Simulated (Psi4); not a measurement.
## BCl: geometry relaxation (part 3 of 3)

Continued. System: BCl, SMILES [B]Cl. Method: BP86/3-21G, RKS (Psi4 1.11). The geometry comes from this level: PBE0-D4/def2-TZVP.

Geometry of the input (Å):
```
B  -0.0000  -0.0000  -0.0697
Cl 0.0000  0.0000  1.6482
```

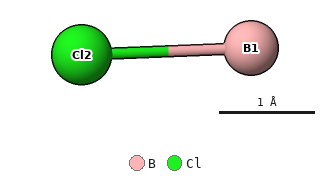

Fig. 1: The geometry at step 2 of the log (ball-and-stick view, seen at a tilt; atoms are numbered from 1 in the order of the input).

The program's output, continued
```
	----------------------------------------------------------------------------------------------
	   Step    Total Energy     Delta E     Max Force     RMS Force      Max Disp      RMS Disp
	----------------------------------------------------------------------------------------------
	  Convergence Criteria     1.00e-06 *    3.00e-04 *             o    1.20e-03 *             o
	----------------------------------------------------------------------------------------------
	     3    -482.64788857   -5.48e-04      2.97e-03      2.97e-03 o    1.56e-02      1.56e-02 o  ~
	----------------------------------------------------------------------------------------------

Next Geometry in Ang
	Fragment 1 (Ang)

	    B   0.0000000000   0.0000000000  -1.3788806681
	   Cl   0.0000000000   0.0000000000   0.4369479467

    Structure for next step:
    Molecular point group: c2v
    Full point group: C_inf_v

    Geometry (in Angstrom), charge = 0, multiplicity = 1:

    B            0.000000000000     0.000000000000    -1.381034952917
    CL           0.000000000000     0.000000000000     0.434793661884

gradient() will perform analytic gradient computation.

  ==> Geometry <==

    Molecular point group: c2v
    Full point group: C_inf_v

    Geometry (in Angstrom), charge = 0, multiplicity = 1:

       Center              X                  Y                   Z               Mass
    ------------   -----------------  -----------------  -----------------  -----------------
         B            0.000000000000     0.000000000000    -1.381034952917    11.009305360000
         CL           0.000000000000     0.000000000000     0.434793661884    34.968852682000

  Running in c2v symmetry.

  Rotational constants: A = ************  B =      0.61060  C =      0.61060 [cm^-1]
  Rotational constants: A = ************  B =  18305.33814  C =  18305.33814 [MHz]
  Nuclear repulsion =   24.771094882147345

  Charge       = 0
  Multiplicity = 1
  Electrons    = 22
  Nalpha       = 11
  Nbeta        = 11

   => Auxiliary Basis Set <=

  Basis Set: (3-21G AUX)
    Blend: DEF2-UNIVERSAL-JKFIT
    Number of shells: 63
    Number of basis functions: 244
    Number of Cartesian functions: 244
    Spherical Harmonics?: false
    Max angular momentum: 4

  Cached 100.0% of DFT collocation blocks in 0.022 [GiB].

  Minimum eigenvalue in the overlap matrix is 3.1980075504E-02.
  Reciprocal condition number of the overlap matrix is 1.0752170707E-02.
    Using symmetric orthogonalization.

  ==> Iterations <==

                           Total Energy        Delta E     RMS |[F,P]|

   @DF-RKS iter   0:  -482.64417618687617   -4.82644e+02   1.46864e-03
   @DF-RKS iter   1:  -482.64788752718431   -3.71134e-03   4.29049e-04 DIIS/ADIIS
   @DF-RKS iter   2:  -482.64776172640296    1.25801e-04   1.04981e-03 DIIS/ADIIS
   @DF-RKS iter   3:  -482.64791686562535   -1.55139e-04   2.48973e-05 DIIS
   @DF-RKS iter   4:  -482.64791702678929   -1.61164e-07   1.29390e-06 DIIS
   @DF-RKS iter   5:  -482.64791702701586   -2.26578e-10   3.85571e-07 DIIS
   @DF-RKS iter   6:  -482.64791702704133   -2.54659e-11   2.71283e-08 DIIS
   @DF-RKS iter   7:  -482.64791702704179   -4.54747e-13   2.22397e-09 DIIS
  Energy and wave function converged.

  ==> Post-Iterations <==

   Electrons on quadrature grid:
      Ntotal   =   21.9999971728 ; deviation = -2.827e-06

    Final Occupation by Irrep:
             A1    A2    B1    B2
    DOCC [     7,    0,    2,    2 ]
    NA   [     7,    0,    2,    2 ]
    NB   [     7,    0,    2,    2 ]

  @DF-RKS Final Energy:  -482.64791702704179

   => Energetics <=

    Nuclear Repulsion Energy =             24.7710948821473451
    One-Electron Energy =                -713.9850200983607920
    Two-Electron Energy =                 238.7024794445769942
    DFT Exchange-Correlation Energy =     -32.1364712554053256
    Empirical Dispersion Energy =           0.0000000000000000
    VV10 Nonlocal Energy =                  0.0000000000000000
    Total Energy =                       -482.6479170270417853

Computation Completed

Properties will be evaluated at   0.000000,   0.000000,   0.000000 [a0]

Properties computed using the SCF density matrix

 Multipole Moments:

 ------------------------------------------------------------------------------------
     Multipole            Electronic (a.u.)      Nuclear  (a.u.)        Total (a.u.)
 ------------------------------------------------------------------------------------

 L = 1.  Multiply by 2.5417464519 to convert [e a0] to [Debye]
 Dipole X            :          0.0000000            0.0000000            0.0000000
 Dipole Y            :          0.0000000            0.0000000            0.0000000
 Dipole Z            :         -0.7651305            0.9190069            0.1538764
 Magnitude           :                                                    0.1538764

 ------------------------------------------------------------------------------------

	total time  =          0 seconds =       0.00 minutes

         ------------------------------------------------------------
                                   SCF GRAD
         ------------------------------------------------------------

  ==> Geometry <==

    Molecular point group: c2v
    Full point group: C_inf_v

    Geometry (in Angstrom), charge = 0, multiplicity = 1:

       Center              X                  Y                   Z               Mass
    ------------   -----------------  -----------------  -----------------  -----------------
         B            0.000000000000     0.000000000000    -1.381034952917    11.009305360000
         CL           0.000000000000     0.000000000000     0.434793661884    34.968852682000

  Nuclear repulsion =   24.771094882147345

   => Molecular Quadrature <=

    Radial Scheme          =       TREUTLER
    Pruning Scheme         =           NONE
    Nuclear Scheme         =       TREUTLER

    Blocking Scheme        =         OCTREE
    BS radius alpha        =              1
    Pruning alpha          =              1
    Radial Points          =             75
    Spherical Points       =            302
    Total Points           =          41310
    Total Blocks           =            371
    Max Points             =            255
    Max Functions          =             22
    Weights Tolerance      =       1.00E-15

  -Total Gradient:
     Atom            X                  Y                   Z
    ------   -----------------  -----------------  -----------------
       1        0.000000000000    -0.000000000000     0.000685747732
       2        0.000000000000     0.000000000000    -0.000701517184

	total time  =          0 seconds =       0.00 minutes

    			-----------------------------------------

    			 OPTKING 3.0: for geometry optimizations

    			        with contributions from

    			-----------------------------------------

	                            ===> Fragment 1 <==

	 Z (Atomic Numbers)          Masses                          Geom
	       5.000000            11.009305          0.00000000  0.00000000 -2.60977783
	      17.000000            34.968853          0.00000000  0.00000000  0.82164094

	 - Coordinate -           - BOHR/RAD -       - ANG/DEG -
	 R(1,2)           =         3.431419           1.815829

	        --- Internal Coordinate Step in ANG or DEG, aJ/ANG or AJ/DEG ---
	-------------------------------------------------------------------------------
	           Coordinate      Previous         Force          Change          New
	           ----------      --------        ------          ------        ------
	               R(1,2)       1.81583        0.00571        0.00197       1.81780
	-------------------------------------------------------------------------------

	                                 ==> Convergence Check <==

	Measures of convergence in internal coordinates in au.

	Criteria marked as inactive (o), active & met (*), and active & unmet ( ).

	----------------------------------------------------------------------------------------------
	   Step    Total Energy     Delta E     Max Force     RMS Force      Max Disp      RMS Disp
	----------------------------------------------------------------------------------------------
	  Convergence Criteria     1.00e-06 *    3.00e-04 *             o    1.20e-03 *             o
	----------------------------------------------------------------------------------------------
	     4    -482.64791703   -2.85e-05      6.94e-04      6.94e-04 o    3.72e-03      3.72e-03 o  ~
	----------------------------------------------------------------------------------------------

Next Geometry in Ang
	Fragment 1 (Ang)

	    B   0.0000000000   0.0000000000  -1.3820187893
	   Cl   0.0000000000   0.0000000000   0.4357774982

    Structure for next step:
    Molecular point group: c2v
    Full point group: C_inf_v

    Geometry (in Angstrom), charge = 0, multiplicity = 1:

    B            0.000000000000     0.000000000000    -1.382531473451
    CL           0.000000000000     0.000000000000     0.435264814075

gradient() will perform analytic gradient computation.

  ==> Geometry <==

    Molecular point group: c2v
    Full point group: C_inf_v

    Geometry (in Angstrom), charge = 0, multiplicity = 1:

       Center              X                  Y                   Z               Mass
    ------------   -----------------  -----------------  -----------------  -----------------
         B            0.000000000000     0.000000000000    -1.382531473451    11.009305360000
         CL           0.000000000000     0.000000000000     0.435264814075    34.968852682000

  Running in c2v symmetry.

  Rotational constants: A = ************  B =      0.60928  C =      0.60928 [cm^-1]
  Rotational constants: A = ************  B =  18265.73038  C =  18265.73038 [MHz]
  Nuclear repulsion =   24.744281422294076

  Charge       = 0
  Multiplicity = 1
  Electrons    = 22
  Nalpha       = 11
  Nbeta        = 11

   => Auxiliary Basis Set <=

  Basis Set: (3-21G AUX)
    Blend: DEF2-UNIVERSAL-JKFIT
    Number of shells: 63
    Number of basis functions: 244
    Number of Cartesian functions: 244
    Spherical Harmonics?: false
    Max angular momentum: 4

  Cached 100.0% of DFT collocation blocks in 0.022 [GiB].

  Minimum eigenvalue in the overlap matrix is 3.2103889750E-02.
  Reciprocal condition number of the overlap matrix is 1.0799538268E-02.
    Using symmetric orthogonalization.

  ==> Iterations <==

                           Total Energy        Delta E     RMS |[F,P]|

   @DF-RKS iter   0:  -482.64703430071620   -4.82647e+02   3.46241e-04
   @DF-RKS iter   1:  -482.64791693228341   -8.82632e-04   1.01647e-04 DIIS/ADIIS
   @DF-RKS iter   2:  -482.64790996805556    6.96423e-06   2.46864e-04 DIIS/ADIIS
   @DF-RKS iter   3:  -482.64791857857296   -8.61052e-06   6.56905e-06 DIIS
   @DF-RKS iter   4:  -482.64791858926304   -1.06901e-08   3.22616e-07 DIIS
   @DF-RKS iter   5:  -482.64791858927941   -1.63709e-11   7.41382e-08 DIIS
   @DF-RKS iter   6:  -482.64791858928032   -9.09495e-13   4.02222e-09 DIIS
  Energy and wave function converged.

  ==> Post-Iterations <==

   Electrons on quadrature grid:
      Ntotal   =   21.9999972078 ; deviation = -2.792e-06

    Orbital Energies [Eh]
    ---------------------

    Doubly Occupied:

       1A1  -100.059739     2A1    -9.158354     3A1    -6.990831
       1B1    -6.985721     1B2    -6.985721     4A1    -6.611736
       5A1    -0.812737     6A1    -0.458108     2B1    -0.347460
       2B2    -0.347460     7A1    -0.249685

    Virtual:

       3B1    -0.119886     3B2    -0.119886     8A1     0.041712
       9A1     0.368689     4B2     0.386250     4B1     0.386250
      10A1     0.462625     5B2     0.535860     5B1     0.535860
      11A1     0.579863    12A1     0.710312

    Final Occupation by Irrep:
             A1    A2    B1    B2
    DOCC [     7,    0,    2,    2 ]
    NA   [     7,    0,    2,    2 ]
    NB   [     7,    0,    2,    2 ]

  @DF-RKS Final Energy:  -482.64791858928032

   => Energetics <=

    Nuclear Repulsion Energy =             24.7442814222940761
    One-Electron Energy =                -713.9353878112509619
    Two-Electron Energy =                 238.6791059175635894
    DFT Exchange-Correlation Energy =     -32.1359181178870088
    Empirical Dispersion Energy =           0.0000000000000000
    VV10 Nonlocal Energy =                  0.0000000000000000
    Total Energy =                       -482.6479185892803230

Computation Completed

Properties will be evaluated at   0.000000,   0.000000,   0.000000 [a0]

Properties computed using the SCF density matrix

 Multipole Moments:

 ------------------------------------------------------------------------------------
     Multipole            Electronic (a.u.)      Nuclear  (a.u.)        Total (a.u.)
 ------------------------------------------------------------------------------------

 L = 1.  Multiply by 2.5417464519 to convert [e a0] to [Debye]
 Dipole X            :          0.0000000            0.0000000            0.0000000
 Dipole Y            :          0.0000000            0.0000000            0.0000000
 Dipole Z            :         -0.7706410            0.9200027            0.1493617
 Magnitude           :                                                    0.1493617

 ------------------------------------------------------------------------------------

	total time  =          0 seconds =       0.00 minutes

         ------------------------------------------------------------
                                   SCF GRAD
         ------------------------------------------------------------

  ==> Geometry <==

    Molecular point group: c2v
    Full point group: C_inf_v

    Geometry (in Angstrom), charge = 0, multiplicity = 1:

       Center              X                  Y                   Z               Mass
    ------------   -----------------  -----------------  -----------------  -----------------
         B            0.000000000000     0.000000000000    -1.382531473451    11.009305360000
         CL           0.000000000000     0.000000000000     0.435264814075    34.968852682000

  Nuclear repulsion =   24.744281422294076

   => Molecular Quadrature <=

    Radial Scheme          =       TREUTLER
    Pruning Scheme         =           NONE
    Nuclear Scheme         =       TREUTLER

    Blocking Scheme        =         OCTREE
    BS radius alpha        =              1
    Pruning alpha          =              1
    Radial Points          =             75
    Spherical Points       =            302
    Total Points           =          41310
    Total Blocks           =            371
    Max Points             =            255
    Max Functions          =             22
    Weights Tolerance      =       1.00E-15

  -Total Gradient:
     Atom            X                  Y                   Z
    ------   -----------------  -----------------  -----------------
       1        0.000000000000    -0.000000000000     0.000157359133
       2       -0.000000000000     0.000000000000    -0.000173102213

	total time  =          0 seconds =       0.00 minutes

    			-----------------------------------------

    			 OPTKING 3.0: for geometry optimizations

    			        with contributions from

    			-----------------------------------------

	                            ===> Fragment 1 <==

	 Z (Atomic Numbers)          Masses                          Geom
	       5.000000            11.009305          0.00000000  0.00000000 -2.61260584
	      17.000000            34.968853          0.00000000  0.00000000  0.82253129

	 - Coordinate -           - BOHR/RAD -       - ANG/DEG -
	 R(1,2)           =         3.435137           1.817796

	        --- Internal Coordinate Step in ANG or DEG, aJ/ANG or AJ/DEG ---
	-------------------------------------------------------------------------------
	           Coordinate      Previous         Force          Change          New
	           ----------      --------        ------          ------        ------
	               R(1,2)       1.81780        0.00136        0.00047       1.81827
	-------------------------------------------------------------------------------

	                                 ==> Convergence Check <==

	Measures of convergence in internal coordinates in au.

	Criteria marked as inactive (o), active & met (*), and active & unmet ( ).

	----------------------------------------------------------------------------------------------
	   Step    Total Energy     Delta E     Max Force     RMS Force      Max Disp      RMS Disp
	----------------------------------------------------------------------------------------------
	  Convergence Criteria     1.00e-06 *    3.00e-04 *             o    1.20e-03 *             o
	----------------------------------------------------------------------------------------------
	     5    -482.64791859   -1.56e-06      1.65e-04 *    1.65e-04 o    8.90e-04 *    8.90e-04 o  ~
	----------------------------------------------------------------------------------------------

Next Geometry in Ang
	Fragment 1 (Ang)

	    B   0.0000000000   0.0000000000  -1.3827669411
	   Cl   0.0000000000   0.0000000000   0.4355002817

    Final optimized geometry and variables:
    Molecular point group: c2v
    Full point group: C_inf_v

    Geometry (in Angstrom), charge = 0, multiplicity = 1:

    B            0.000000000000     0.000000000000    -1.382531473451
    CL           0.000000000000     0.000000000000     0.435264814075

[set-up sections that repeat, and orbital energies of the middle runs, are left out above]
```

Standard output
```
Optimizer: Optimization complete!
total energy -482.64791859 hartree = -13133.51881 eV
2
0 1 BCl
B                     0.000000000000     0.000000000000    -1.382531473451
Cl                    0.000000000000     0.000000000000     0.435264814075
```

Trajectory as extended XYZ (Å, eV, eV/Å), 5 frames, from step=0 to step=4
```
2
Properties=species:S:1:pos:R:3:forces:R:3 step=0 energy=-13133.43583
B     0.0000    0.0000   -0.0697    0.0000   0.0000  -1.8113
Cl    0.0000    0.0000    1.6482    0.0000   0.0000   1.8121
2
Properties=species:S:1:pos:R:3:forces:R:3 step=1 energy=-13133.50321
B     0.0000    0.0000   -0.1111    0.0000   0.0000  -0.7119
Cl    0.0000    0.0000    1.6612    0.0000   0.0000   0.7127
2
Properties=species:S:1:pos:R:3:forces:R:3 step=2 energy=-13133.51812
B     0.0000    0.0000   -0.1379    0.0000   0.0000  -0.1525
Cl    0.0000    0.0000    1.6697    0.0000   0.0000   0.1533
2
Properties=species:S:1:pos:R:3:forces:R:3 step=3 energy=-13133.51889
B     0.0000    0.0000   -0.1442    0.0000   0.0000  -0.0353
Cl    0.0000    0.0000    1.6717    0.0000   0.0000   0.0361
2
Properties=species:S:1:pos:R:3:forces:R:3 step=4 energy=-13133.51893
B     0.0000    0.0000   -0.1457    0.0000   0.0000  -0.0081
Cl    0.0000    0.0000    1.6721    0.0000   0.0000   0.0089
```

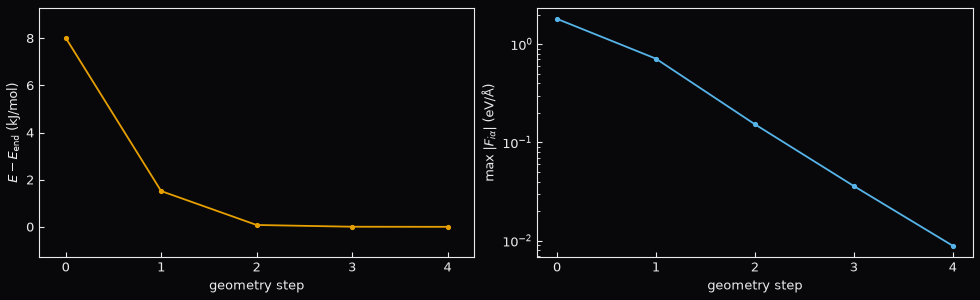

Fig. 2: Progress of the relaxation, step by step (steps are counted from 0).

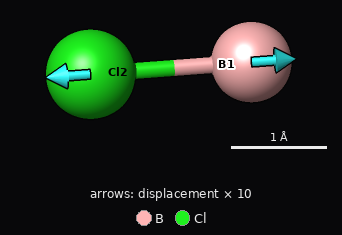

Fig. 3: The starting structure with the displacements as teal arrows, magnified 10 times (ball-and-stick view, seen at a tilt). The two geometries are laid on each other by the best rigid fit. The energy falls by 8.02 kJ/mol in 4 geometry steps. Largest force component: 1.8 eV/Å at the start, 0.0089 eV/Å at the end. The largest moves after the best rigid fit, 0.050 Å, are those of B1 and Cl2. Largest moves by element: Cl 0.050 Å, B 0.050 Å. Among the contacts that change: B1–Cl2 1.718 → 1.818 Å. (Atoms are counted from 1 in the order of the input.)

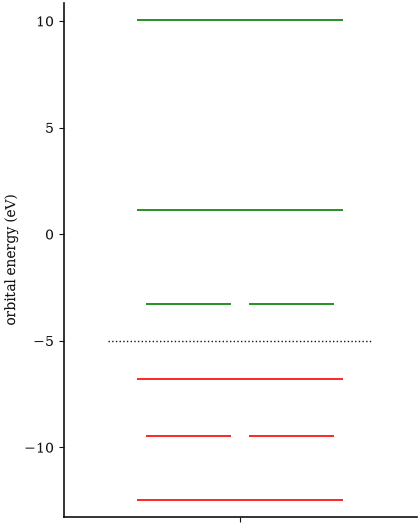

Fig. 4: Orbital energies near the frontier; the dotted line parts filled from empty levels, and levels within 0.02 eV of each other stand side by side. Highest filled −6.79 eV, lowest empty −3.26 eV, 3.53 eV apart.

Key numbers

| quantity | value |
| --- | --- |
| outcome | converged |
| total energy | −482.647919 hartree |
| HOMO | −6.79 eV |
| LUMO | −3.26 eV |
| dipole moment | 0.38 D |
| wall time | 5.4 s |
| peak memory | 0.24 GiB |
